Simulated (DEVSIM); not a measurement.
Structure: abrupt GaAs p-n junction, at 400 K.

| layer (left to right) | material | thickness (μm) | Nd (cm⁻³) | Na (cm⁻³) | τn (s) | τp (s) |
|---|---|---|---|---|---|---|
| 1 | GaAs | 13.0 | - | 1.5e16 | 2.2e-8 | 2.2e-8 |
| 2 | GaAs | 270 | 9.7e15 | - | 2.2e-8 | 2.2e-8 |

Left contact: ohmic. Right contact: ohmic. Voltage is applied to the left contact. Recombination: SRH at mid-gap, Auger. Mobility is μmin + (μ − μmin)/(1 + (N/Nref)^α).

Constants are typed, rounded textbook-type inputs, not results; the design itself was drawn at random and stands for no fabricated device. Values at 300 K; Nc and Nv go as T^1.5, mobilities as T to minus their exponent, the gap by Varshni's rule with the affinity fixed.

```csv
parameter,GaAs
gap (eV),1.424
affinity (eV),4.07
permittivity,12.9
Nc (cm⁻³),4.7e17
Nv (cm⁻³),9e18
μn (cm²/Vs),8500
μp (cm²/Vs),400
"μn,min",500
"μp,min",20
"Nref,n",6e16
"Nref,p",1.5e17
αn,0.39
αp,0.38
T exponent of μn,2.1
T exponent of μp,2.2
Cn (cm⁶/s),1e-30
Cp (cm⁶/s),1e-30
Varshni α (eV/K),0.000541
Varshni β (K),204
```

DEVSIM, 1D drift-diffusion, Boltzmann statistics, complete ionisation; no tunnelling, impact ionisation, image-force lowering or self-heating.

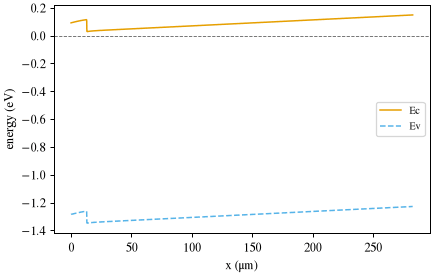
*Band edges at 1.05 V on the left contact*

Energies count from the Fermi level of the right contact; mesh points crowd at the junctions.

```
x (μm)   Ec (eV)  Ev (eV)  n (cm⁻³)  p (cm⁻³)  field (V/cm)
-------  -------  -------  --------  --------  ------------
0.000      0.092   -1.285      3000    1.5e16            22
0.05752    0.092   -1.285    4.7e12    1.5e16            22
0.2638     0.093   -1.285    2.2e13    1.5e16            22
0.9512     0.094   -1.283    7.6e13    1.5e16            22
5.143      0.103   -1.274    3.7e14    1.5e16            20
10.57      0.112   -1.265    7.3e14    1.6e16            14
12.33      0.114   -1.263    8.5e14    1.6e16            12
12.89      0.112   -1.265    9.6e14    1.5e16          -630
12.98      0.086   -1.291    2.1e15    6.9e15         -6700
13.03      0.056   -1.321    5.0e15    2.9e15         -5500
13.15      0.031   -1.347    1.0e16    1.3e15          -370
13.88      0.030   -1.347    1.1e16    1.1e15            12
16.19      0.032   -1.345    1.0e16    5.8e14           ≈ 0
23.92      0.037   -1.340    9.8e15    7.0e13           ≈ 0
71.30      0.058   -1.319    9.7e15     1.4e8           ≈ 0
189.5      0.109   -1.269    9.7e15      4600           ≈ 0
256.6      0.137   -1.240    9.7e15      4600           ≈ 0
275.3      0.145   -1.232    9.7e15      4600           ≈ 0
281.6      0.148   -1.229    9.7e15      4600           ≈ 0
282.6      0.148   -1.229    9.7e15      4600           ≈ 0
282.9      0.149   -1.229    9.7e15      4600           ≈ 0
283.0      0.149   -1.229    9.7e15      4600           ≈ 0
```
